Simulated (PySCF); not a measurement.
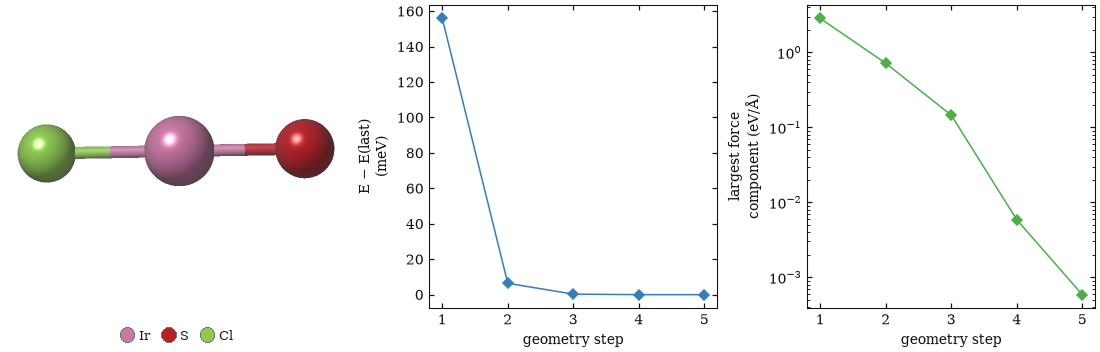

Beside the plot: the molecule at the start.

History of a geometry optimisation. The start has point group C∞v, which is kept. A held symmetry can leave a saddle point.

The run: IrSCl molecule, by RKS-based PBE0, Ir def2-TZVP with ECP60, S def2-TZVP, Cl def2-TZVP; non-relativistic Hamiltonian with scalar-relativistic core potentials; density fitting in PySCF.

> How did the optimisation end?

The optimisation met its thresholds at geometry 5, counting the start as the first. The energy fell by about 160 meV from the first step to the last. The largest force component goes from about 2.8 eV/Å at the start to 6 × 10⁻⁴ eV/Å at the end.
